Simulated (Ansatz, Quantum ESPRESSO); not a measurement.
# MgS (F-43m): phonons by linear response, part 3 of 4

How does MgS (F-43m) vibrate, and is this structure a minimum?

Quantum ESPRESSO 7.5; DFT LDA, scalar-relativistic, plane waves, GBRV ultrasoft pseudopotentials.

So far, highest frequency (cm⁻¹): step 7 (dispersion) 432. The relaxed cell has a = 5.592 Å (conventional setting).

## Step 11: Sum rules set otherwise: a sum rule for molecules or wires on a crystal

This rule also removes rotations, which suits molecules and not a crystal; it is tried to see the harm.

dynmat.in

```
&input
   fildyn = 'x.dyn1'
   asr = 'zero-dim'
   lperm = .true.
/
```

Run with:

```
$ dynmat.x -in dynmat.in > dynmat.out
```

Numbers of over 12 decimals in the logs are rounded to 6 here.

The log of the run:

```text
[banner, memory and clock lines left out]
Program DYNMAT v.7.5

     Reading Dynamical Matrix from file x.dyn1
     ...Force constants read
     ...epsilon and Z* read
     Acoustic Sum Rule: || Z*(ASR) - Z*(orig)|| =    3.745026E+00
     Acoustic Sum Rule: ||dyn(ASR) - dyn(orig)||=    3.499254E-01
     A direction for q was not specified:TO-LO splitting will be absent

     Polarizability (A^3 units)
     multiply by 0.482952 for Clausius-Mossotti correction
        11.175349   -0.000000   -0.000000
        -0.000000   11.175349   -0.000000
        -0.000000   -0.000000   11.175349

     IR activities are in (D/A)^2/amu units

# mode   [cm-1]    [THz]      IR
    1     -0.00   -0.0000    0.0000
    2     -0.00   -0.0000    0.0000
    3      0.00    0.0000    0.0000
    4      0.00    0.0000    0.0000
    5      0.00    0.0000    0.0000
    6    343.86   10.3086    5.8515

Electronic dielectric permittivity tensor (relative, adimensional)
         4.211796   -0.000000   -0.000000
        -0.000000    4.211796   -0.000000
        -0.000000   -0.000000    4.211796

 ... with zone-center polar mode contributions
         5.016468   -0.804672   -0.804672
        -0.804672    5.016468    0.804672
        -0.804672    0.804672    5.016468
```

Elapsed: 0.47 s, on 1 thread of Arm Neoverse V2, shared host.

The run ended normally, but on settings that are not sound.

The fault: a sum rule for molecules or wires on a crystal; 2 optical modes are projected out to zero frequency, as if they were rotations, and the static dielectric tensor is spoilt.

For a crystal the rule has to be 'simple' or 'crystal'.

Zone-centre frequencies as printed; negative means imaginary. Modes:

```csv
mode,frequency (cm⁻¹)
1,0
2,0
3,0
4,0
5,0
6,343.9
```

## Step 12: Modes along a direction of q (1 0 0)

A longitudinal polar mode sets up a macroscopic field that stiffens it; the term hangs on the direction from which q goes to zero.

dynmat.in

```
&input
   fildyn = 'x.dyn1'
   asr = 'simple'
   q(1) = 1.0
   q(2) = 0.0
   q(3) = 0.0
/
```

Run with:

```
$ dynmat.x -in dynmat.in > dynmat.out
```

The log of the run:

```text
[banner, memory and clock lines left out]
Program DYNMAT v.7.5

     Reading Dynamical Matrix from file x.dyn1
     ...Force constants read
     ...epsilon and Z* read

     Polarizability (A^3 units)
     multiply by 0.482952 for Clausius-Mossotti correction
        11.175349   -0.000000   -0.000000
        -0.000000   11.175349   -0.000000
        -0.000000   -0.000000   11.175349

     IR activities are in (D/A)^2/amu units

# mode   [cm-1]    [THz]      IR
    1     -0.00   -0.0000    0.0000
    2     -0.00   -0.0000    0.0000
    3     -0.00   -0.0000    0.0000
    4    344.08   10.3152    5.8515
    5    344.08   10.3152    5.8515
    6    431.46   12.9349    5.8515
```

Run time: 0.46 s. Hardware: 1 thread.

This step gave:

| Item | Value |
| --- | --- |
| highest mode moved by the LO-TO term | 431.5 cm⁻¹ |

Zone-centre frequencies as printed; negative means imaginary. Modes:

```csv
mode,frequency (cm⁻¹)
1,0
2,0
3,0
4,344.1
5,344.1
6,431.5
```

The field moves one mode, from 344 to 432 cm⁻¹; the others stay.

## Step 13: The dispersion under another sum rule (asr no)

The sum rule corrects the force constants themselves, so it can shift branches at any wavevector, low ones most.

matdyn.in

```
&input
   asr = 'no'
   flfrc = 'x.fc'
   flfrq = 'x.freq'
   flvec = 'x.modes'
   q_in_band_form = .true.
   q_in_cryst_coord = .true.
/
8
  0.0000000   0.0000000   0.0000000   8  ! GAMMA
 -0.0000000   0.5000000   0.5000000   8  ! X
  0.0000000   0.6250000   0.3750000   1  ! U
 -0.3750000   0.3750000   0.0000000   8  ! K
  0.0000000   0.0000000   0.0000000   8  ! GAMMA
  0.0000000   0.5000000   0.0000000   8  ! L
 -0.2500000   0.5000000   0.2500000   8  ! W
 -0.0000000   0.5000000   0.5000000   1  ! X
```

Run with:

```
$ matdyn.x -in matdyn.in > matdyn.out
```

The log of the run:

```text
[banner, memory and clock lines left out]
Program MATDYN v.7.5

 mass for atomic type   1 not given; uses mass from file x.fc
 mass for atomic type   2 not given; uses mass from file x.fc
```

Wall time 0.49 s (1 thread).

Numbers from this step:

```yaml
lowest_frequency_on_the_path: -12.20 cm⁻¹
```

Matdyn.x, sum rule no. Phonon branches along the path, in cm⁻¹:

```csv
point,branch 1,branch 2,branch 3,branch 4,branch 5,branch 6
Γ,-12,-12,-12,344,344,431
X,117,117,286,340,340,347
U,109,161,272,322,340,352
jump to K,109,161,272,322,340,352
Γ,-12,-12,-12,344,344,431
L,78,78,274,342,342,347
W,142,158,270,312,344,349
X,117,117,286,340,340,347
```

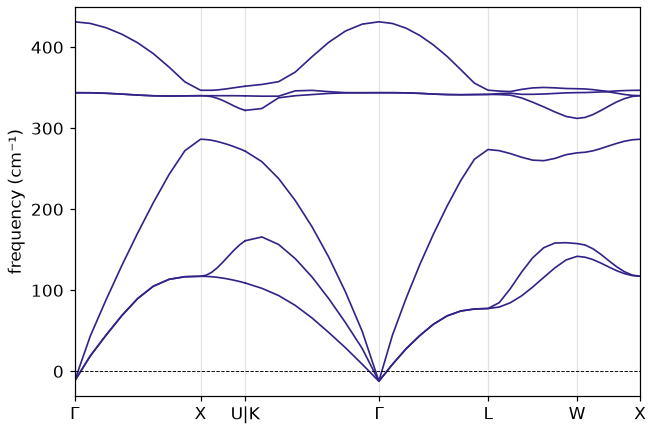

Phonon branches along the path.

At the labelled points the branches move by no more than 12.3 cm⁻¹.

## Step 14: A changed mass

Force constants don't depend on the masses, so an isotope effect costs no new response.

matdyn.in

```
&input
   asr = 'simple'
   flfrc = 'x.fc'
   flfrq = 'x.freq'
   flvec = 'x.modes'
   q_in_band_form = .true.
   q_in_cryst_coord = .true.
   amass(1) = 48.61
   amass(2) = 32.06
/
8
  0.0000000   0.0000000   0.0000000   8  ! GAMMA
 -0.0000000   0.5000000   0.5000000   8  ! X
  0.0000000   0.6250000   0.3750000   1  ! U
 -0.3750000   0.3750000   0.0000000   8  ! K
  0.0000000   0.0000000   0.0000000   8  ! GAMMA
  0.0000000   0.5000000   0.0000000   8  ! L
 -0.2500000   0.5000000   0.2500000   8  ! W
 -0.0000000   0.5000000   0.5000000   1  ! X
```

Run with:

```
$ matdyn.x -in matdyn.in > matdyn.out
```

The log of the run:

```text
[banner, memory and clock lines left out]
Program MATDYN v.7.5
```

Run time: 0.49 s. Hardware: 1 thread.

This step gave:

```
lowest frequency on the path : 0 cm⁻¹
```

Matdyn.x, sum rule simple. The phonon branches at the labelled points (cm⁻¹):

```csv
point,branch 1,branch 2,branch 3,branch 4,branch 5,branch 6
Γ,0,0,0,291,291,365
X,96,96,246,286,296,296
U,90,129,226,276,294,309
jump to K,90,129,226,276,294,309
Γ,0,0,0,291,291,365
L,65,65,224,292,292,300
W,113,130,221,270,296,310
X,96,96,246,286,296,296
```

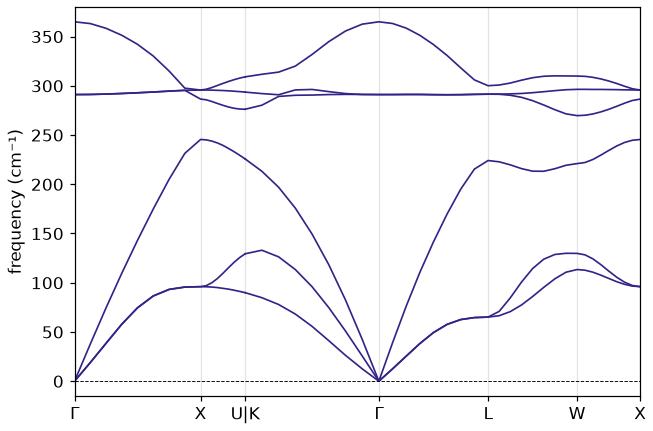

Phonon branches along the path.

The top of the path falls from 432 to 365 cm⁻¹, a ratio of 0.85; a mode of that atom alone would give 0.71.

## Step 15: Cross-check with Ansatz

The same cell goes through another code, with its own cutoff. It uses its own PAW datasets, so the potentials differ. Its k mesh is centred on Γ.

This step: DFT LDA, scalar-relativistic, plane waves, PAW (Ansatz 0.2.0).

input.yaml

```yaml
crystal:
  lattice:
    - [-2.796174793, 0.0, 2.796174793]
    - [0.0, 2.796174793, 2.796174793]
    - [-2.796174793, 2.796174793, 0.0]
  atoms:
    - { symbol: Mg, position: [0.0, 0.0, 0.0] }
    - { symbol: S, position: [0.75, 0.75, 0.75] }
kpoints:
  mp_grid: { grid: [8, 8, 8] }
hamiltonian:
  xc: lda
scf:
  occupations: { method: fixed }
output:
  eigenvalues: true
phonons:
  method: dfpt
  dielectric: true
  rigid_motions: translations
  qmesh: [4, 4, 4]
  temperatures: { t_max: 1000, t_step: 50 }
  qpath:
    path:
      - [[0.0, 0.0, 0.0], [0.0, 0.5, 0.5], [0.0, 0.625, 0.375]]
      - [[-0.375, 0.375, 0.0], [0.0, 0.0, 0.0], [0.0, 0.5, 0.0], [-0.25, 0.5, 0.25], [0.0, 0.5, 0.5]]
    npoints: 12
```

Run with:

```
$ ansatz run input.yaml --threads 4 --pin off --max-ram 8192MiB --backend cpu --events-out ev --progress --plain --runs-dir out
```

The log of the run:

```text
Warning: phonons: the dynamical matrix that this run interpolates holds no multipole term above the dipole-dipole one, and a site of this crystal is no centre of inversion, so its interpolated transverse optical and acoustic branches and sound speeds can stay off near Gamma, and the density of states and the thermodynamics with them. What a run solves at a wave vector of phonons.qpoints, Gamma apart, where the deck admits one, is free of this, and under fd what a larger phonons.supercell samples
Engine: ansatz 0.2.0, aarch64-unknown-linux-gnu
Pseudopotentials: kind: paw
Pseudopotential: Mg, paw, valence charge 10, recommended cutoff 420 eV (normal), Mg.paw.azcp
Pseudopotential: S, paw, valence charge 6, recommended cutoff 420 eV (normal), S.paw.azcp
Functional definition: SPW92
  exchange = slater_x
  correlation = pw_c
Crystal: 2 atoms, lattice volume = 43.724 Å³
Basis set: ecut = 420 eV, 869 PW (Γ), exchange–correlation on 54×54×54 points (8 copies of the dense FFT grid, shifted against one another)
Bands: 12, of which v1, the nominal top of the filled ones, is band 8 counted from 1 (7 counted from 0)
Symmetry: 24 space group operations
k-points: 95 of 512 (irreducible under 4 space group operations, time reversal used)
Non-local potential: Mg, projectors of the file, l = 0: 3, l = 1: 2, l = 2: 1
Non-local potential: S, projectors of the file, l = 0: 2, l = 1: 2, l = 2: 2
PAW form: soft (Blöchl's): semilocal exchange-correlation on the pseudo side does not see the compensation charge
PAW frozen core: Mg, regenerated for the run's functional, and the local potential with it (the file was generated under x = pbe(κ = 0.804, μ = 0.219515), c = pbe(β = 0.066725))
PAW frozen core: S, regenerated for the run's functional, and the local potential with it (the file was generated under x = pbe(κ = 0.804, μ = 0.219515), c = pbe(β = 0.066725))
PAW one-centre angular grid: Mg, 110 points (default); XC on 64 Gauss nodes
PAW one-centre angular grid: S, 110 points (default); XC on 64 Gauss nodes
Initial density: superposition of atomic densities (neutral atoms: chi_scale 0, normalization atom), corrected by the library's trained network
Initial wavefunctions: pseudopotential atomic-orbital guess
Functional: x = slater, c = lda
SCF iter   1: F=—  HF=-2774.012584 eV  |F-HF|=—  |Δ(HF+E_count)|=         —  Δρ=6.03e-3  dr2=1.08e-2  ethr=1.77e-3  ⟨swp⟩=5.0  Hψ=6185  notcnv=0  defer=182
preconditioner: auto → none  [insulator: Δε(μ)=3.316 eV  Ē_g=11.092 eV  n_scr=14 (ndim 8)  ℏωp=15.9 eV  f_vac=0.013  ε∞_Penn≈3.1]
SCF iter   2: F=—  HF=-2774.005530 eV  |F-HF|=—  |Δ(HF+E_count)|=   7.05e-3  Δρ=2.41e-3  dr2=1.37e-3  ethr=6.76e-5  ⟨swp⟩=2.9  Hψ=2842  notcnv=0  defer=184
SCF iter   3: F=—  HF=-2774.004878 eV  |F-HF|=—  |Δ(HF+E_count)|=   6.52e-4  Δρ=3.72e-4  dr2=3.99e-5  ethr=8.58e-6  ⟨swp⟩=2.0  Hψ=2096  notcnv=0  defer=184
SCF iter   4: F=—  HF=-2774.004867 eV  |F-HF|=—  |Δ(HF+E_count)|=   1.17e-5  Δρ=7.21e-5  dr2=1.51e-6  ethr=2.50e-7  ⟨swp⟩=2.0  Hψ=1478  notcnv=0  defer=69
SCF iter   5: F=—  HF=-2774.004869 eV  |F-HF|=—  |Δ(HF+E_count)|=   2.06e-6  Δρ=1.38e-5  dr2=1.40e-7  ethr=9.44e-9  ⟨swp⟩=2.0  Hψ=1520  notcnv=0
SCF iter   6: F=—  HF=-2774.004869 eV  |F-HF|=—  |Δ(HF+E_count)|=   3.50e-8  Δρ=2.84e-6  dr2=2.56e-9  ethr=8.76e-10  ⟨swp⟩=2.0  Hψ=1493  notcnv=0
SCF iter   7: F=-2774.004869 eV  HF=-2774.004869 eV  |F-HF|=2.41e-11  |Δ(HF+E_count)|=  2.71e-10  Δρ=3.36e-7  dr2=5.45e-11  ethr=1.00e-12  ⟨swp⟩=6.3  Hψ=7242  notcnv=0
SCF 1 converged in 7 iterations: F = -2774.004869 eV  dr2 = 5.45e-11
  greatest PAW one-centre occupation: 1.000 electrons in one spin orbital (limit 2), on the Mg atom at site 0 (counted from 0), in its partial waves of l = 1
DFPT response loops at Γ: preconditioner auto → none (the input reference at scf.mixing.eps_inf says where Resta's filter doesn't serve); β = 0.50; Broyden in place of MSR1
── the response to a field inside a basis, on 8×8×8 k-points: an SCF that follows is theirs, and a resumed run solves both again ──
Bands: 9, of which v1, the nominal top of the filled ones, is band 8 counted from 1 (7 counted from 0)
k-points: 60 of 512 (irreducible under 6 space group operations, time reversal used)
Initial density: handed on by an earlier stage of this run
Initial wavefunctions: pseudopotential atomic-orbital guess (no wavefunctions were taken with the density)
Eigensolver: Dense (60 Hₖ)
SCF iter   1: F=—  HF=-2774.004102 eV  |F-HF|=—  |Δ(HF+E_count)|=         —  Δρ=8.89e-5  dr2=4.49e-7  ethr=1.00e-1
preconditioner: auto → none  [insulator: Δε(μ)=3.594 eV  Ē_g=8.957 eV  n_scr=14 (ndim 8)  ℏωp=15.9 eV  f_vac=0.011  ε∞_Penn≈4.1]
SCF iter   2: F=—  HF=-2774.004103 eV  |F-HF|=—  |Δ(HF+E_count)|=   4.42e-7  Δρ=4.46e-5  dr2=1.13e-7  ethr=2.81e-9
SCF iter   3: F=-2774.004103 eV  HF=-2774.004103 eV  |F-HF|=4.61e-10  |Δ(HF+E_count)|=   1.55e-7  Δρ=1.20e-6  dr2=6.49e-10  ethr=7.05e-10
SCF 1 converged in 3 iterations: F = -2774.004103 eV  dr2 = 6.49e-10
DFPT response loops at Γ: mixed as the last ones told, above
NSCF: frozen V_eff on 29 k-points
NSCF: frozen V_eff on 576 k-points
DFPT response loops at q = (0, 0, 0.25) (fractional): mixed as the last ones told, above
NSCF: frozen V_eff on 300 k-points
DFPT response loops at q = (0, 0, -0.5) (fractional): preconditioner auto → Resta (q_TF=auto, 2.307 Å⁻¹)  ε∞=4.2 (no band partly filled); β = 1.00, the filter's whole step (`scf.mixing.beta` (0.50) is not read by the response loops at its default; to damp them type it under 1.00, their step now; it binds the ground state too); Broyden in place of MSR1
NSCF: frozen V_eff on 328 k-points
DFPT response loops at q = (0, 0.25, 0.25) (fractional): preconditioner auto → none (the input reference at scf.mixing.eps_inf says where Resta's filter doesn't serve); β = 0.50; Broyden in place of MSR1
NSCF: frozen V_eff on 1024 k-points
DFPT response loops at q = (0, 0.25, -0.5) (fractional): mixed as the last ones told, above
NSCF: frozen V_eff on 576 k-points
DFPT response loops at q = (0, 0.25, -0.25) (fractional): mixed as the last ones told, above
NSCF: frozen V_eff on 190 k-points
DFPT response loops at q = (0, -0.5, -0.5) (fractional): preconditioner auto → Resta (q_TF=auto, 2.307 Å⁻¹)  ε∞=4.2 (no band partly filled); β = 1.00, the filter's whole step (`scf.mixing.beta` (0.50) is not read by the response loops at its default; to damp them type it under 1.00, their step now; it binds the ground state too); Broyden in place of MSR1
NSCF: frozen V_eff on 328 k-points
DFPT response loops at q = (0.25, -0.5, -0.25) (fractional): preconditioner auto → none (the input reference at scf.mixing.eps_inf says where Resta's filter doesn't serve); β = 0.50; Broyden in place of MSR1
SCF converged after 7 iterations
Free energy (F): -2774.004869 eV
Harris-Foulkes:  -2774.004869 eV  (|F-HF|=2.41e-11)
Internal energy: -2774.004869 eV  (E = F + TS)
E sigma→0 (E₀):  -2774.004869 eV
Fermi energy:    3.232527 eV
--- Per-component energies (eV) ---
  E_band       = -366.586234
  E_kinetic    = 185.173950
  E_local      = -1867.557935  (includes V_loc(G=0)·N_el)
  E_nonlocal   = 125.515762
  E_hartree    = 675.324614
  E_xc         = -126.119922
  E_vxc        = -126.561210  (∫ρ·V_xc dr)
  E_paw        = -839.978693  (= ΣΔE_a)
  E_vpaw       = -33.806061  (= ΣTr[D̂ρ^β])
  E_aug_tail   = 0.000002  (compensation charges beyond the density's cutoff)
  E_ewald      = -926.666324
  E_core_change = 0.303677  (= ΣΔE_core)
  E_smearing   = -0.000000  (= −TS)
  E_closure    = 0.000000  (closes the sum)
  Σ components = -2774.004869   (vs F -2774.004869, Δ=0.00e0)
--- Band table (eV; the first three rows and the last of 95) ---
  k-point 0: bands = [... 4 lower, -8.1476, 3.2325, 3.2325, 3.2325, 6.6017, 11.0652, 11.0652, 11.0652]
  k-point 1: bands = [... 4 lower, -8.0510, 2.5001, 3.1761, 3.1761, 7.2923, 10.8821, 11.2482, 11.2482]
  k-point 2: bands = [... 4 lower, -7.7995, 1.2566, 3.0492, 3.0492, 8.1332, 10.9595, 11.2758, 11.2758]
  k-point 94: bands = [... 4 lower, -7.1384, 0.2429, 2.1347, 2.1347, 6.8586, 8.6986, 14.4692, 15.5411]
--- Phonons (Γ-DFPT): 2 representative perturbations + reference, on 95 of 512 k-points (Σ response iterations 6) ---
  k mesh reduced under 4 symmetry operations, with k and −k counted as one. Each operation leaves every solved perturbation unchanged. A smaller set is not considered because the run solves the response to a homogeneous field
  ASR residual: 1.583e-4 → 0.000e0 eV/Å²; symmetrization residual: 2.975e-6 eV/Å²
  ASR residual per site (eV/Å²): 1.58e-4 9.61e-5
  Γ frequencies (cm⁻¹): 0.00 0.00 0.00 343.73 343.73 343.73
  ε∞ (high-frequency dielectric tensor):
        4.193331    -0.000000     0.000000
       -0.000000     4.193331    -0.000000
        0.000000    -0.000000     4.193331
  ε⁰ (static dielectric tensor: ions relaxed, cell fixed):
        6.602361    -0.000000     0.000000
       -0.000000     6.602361    -0.000000
        0.000000    -0.000000     6.602361
  ε⁰ − ε∞ (ionic part):
        2.409030    -0.000000     0.000000
       -0.000000     2.409030    -0.000000
        0.000000    -0.000000     2.409030
  softest optical mode at Γ: 343.73 cm⁻¹; the repairs (sum rule, projections) moved no ω² at Γ by more than (1.40 cm⁻¹)²
  Born effective charges Z* (e; rows j = field, columns β = displacement):
    site 0:
         1.86987   -0.00000    0.00000
        -0.00000    1.86987   -0.00000
         0.00000    0.00000    1.86987
    site 1:
        -1.86987    0.00000   -0.00000
         0.00000   -1.86987    0.00000
        -0.00000   -0.00000   -1.86987
  Z* charge neutrality: 2.779e-4 e pre-enforcement
  solved inside a basis spanned on kpoints, on 8×8×8 k-points, its susceptibility summed on 12×12×12: ε∞ is read to err by 9.6e-3, Z* by 1.1e-2 e (field_mesh: kpoints solves on kpoints); Z* is corrected for what the basis lacks
  optical modes at Γ without the LO–TO term, one row a degenerate level:
      ω (cm⁻¹)  modes    IR ((D/Å)²/amu)
        343.73      3            17.5048
  optical modes at Γ + LO–TO along q̂ = [1.0000, 0.0000, 0.0000]:
      ω (cm⁻¹)  modes    IR ((D/Å)²/amu)
        343.73      2            11.6699
        431.31      1             5.8349
  optical modes at Γ + LO–TO along q̂ = [0.0000, 1.0000, 0.0000]:
      ω (cm⁻¹)  modes    IR ((D/Å)²/amu)
        343.73      2            11.6699
        431.31      1             5.8349
  optical modes at Γ + LO–TO along q̂ = [0.0000, 0.0000, 1.0000]:
      ω (cm⁻¹)  modes    IR ((D/Å)²/amu)
        343.73      2            11.6699
        431.31      1             5.8349
--- Phonons (arbitrary-q DFPT): 8 irreducible q on the 4×4×4 mesh ---
  q = [0.0000, 0.0000, 0.0000] (star 1, of the zone-centre solve; hermiticity 9.91e-7, symmetrization 5.20e-14): -0.00 -0.00 0.00 343.73 343.73 343.73
  q = [0.0000, 0.0000, 0.2500] (star 8, 2 solved perturbations on 288 of 512 k-point pairs; hermiticity 4.26e-7, symmetrization 2.77e-13): 59.51 59.51 169.86 342.02 342.02 402.72
  q = [0.0000, 0.0000, -0.5000] (star 4, 2 solved perturbations on 150 of 512 k-point pairs; hermiticity 4.60e-8, symmetrization 5.08e-13): 78.67 78.67 274.01 341.53 341.53 346.89
  q = [0.0000, 0.2500, 0.2500] (star 6, 4 solved perturbations in 528 linear systems a pass and spin channel, the states on 164 of 512 k-point pairs; hermiticity 4.12e-7, symmetrization 1.13e-13): 90.77 90.77 170.79 340.84 340.84 405.48
  q = [0.0000, 0.2500, -0.5000] (star 24, 4 solved perturbations in 1600 linear systems a pass and spin channel, the states on 512 of 512 k-point pairs; hermiticity 1.98e-7, symmetrization 3.54e-13): 104.57 144.51 248.82 339.92 340.83 354.06
  q = [0.0000, 0.2500, -0.2500] (star 12, 4 solved perturbations in 904 linear systems a pass and spin channel, the states on 288 of 512 k-point pairs; hermiticity 2.72e-7, symmetrization 2.69e-13): 86.83 146.27 220.69 339.71 344.46 364.02
  q = [0.0000, -0.5000, -0.5000] (star 3, 4 solved perturbations in 308 linear systems a pass and spin channel, the states on 95 of 512 k-point pairs; hermiticity 3.92e-7, symmetrization 1.66e-13): 118.19 118.19 286.37 339.99 339.99 347.06
  q = [0.2500, -0.5000, -0.2500] (star 6, 4 solved perturbations in 502 linear systems a pass and spin channel, the states on 164 of 512 k-point pairs; hermiticity 4.48e-7, symmetrization 3.72e-13): 142.67 158.30 269.55 312.32 343.73 348.52
  sum rule: each row above includes the acoustic sum rule's correction from the zone centre's row sums; it moved no ω² by more than (1.33 cm⁻¹)²
  mesh force constants: q→R imaginary residual 5.57e-18; ASR residual 1.583e-4 → 0.000e0 eV/Å²; symmetrization residual 5.329e-15 eV/Å²
  interpolated dispersion: 75 rows × 6 modes
  density of states and harmonic sums: on the 20×20×20 q-mesh, interpolated from the force constants of a 4×4×4 supercell (with the dipole–dipole term)
  largest difference from the sums on the solved wave vectors: F 9.61e-3 eV, S 1.36e-5 and C_V 3.99e-6 eV/K
  zero-point energy: 0.092678 eV/cell   skipped modes (ω ≤ 0): 3   left out of the sums: 6.25e-5 of the cell's modes: C_V's classical limit lies that fraction below 3 k_B per atom; for a crystal, a wire or a layer, F and S can be off by more, and a phonons.interpolated_qmesh denser along its periods is the remedy for the sampling
```

It took 61 s on 4 threads; peak memory 0.83 GiB; 3.9 min of CPU time.

Read from the output:

| Quantity | Value |
| --- | --- |
| gap on the k-mesh | 3.369 eV |
| sum-rule residual before enforcement | 1.58e-4 eV/Å² |
| miss of the charge sum rule | 2.78e-4 e |
| estimated error of the dielectric tensor | 0.009591 |
| estimated error of the Born charges | 0.01058 e |
| mean frequency | 249.2 cm⁻¹ |
| Debye temperature (second moment) | 507 K |
| logarithmic mean frequency | 216.9 cm⁻¹ |
| highest optical zone-centre mode (no LO-TO term) | 343.7 cm⁻¹ |
| lowest optical zone-centre mode | 343.7 cm⁻¹ |
| mean high-frequency dielectric constant | 4.193 |
| largest Born charge in size (third of the trace) | 1.870 e |
| mean static dielectric constant | 6.602 |
| highest mode moved by the LO-TO term | 431.3 cm⁻¹ |

[end of part 3 of 4]

[Host names and launcher messages were left out of these logs when they were recorded.]

[Logs are printed without paths, hosts, clocks, repeated set-up lines and the standing remarks that a program may print on its own settings, such as how far it seeks lower states.]

[Hosts, paths, dates, database ids (printed as entryN), source tags and the programs' standing remarks are cut or masked in the printed files.]
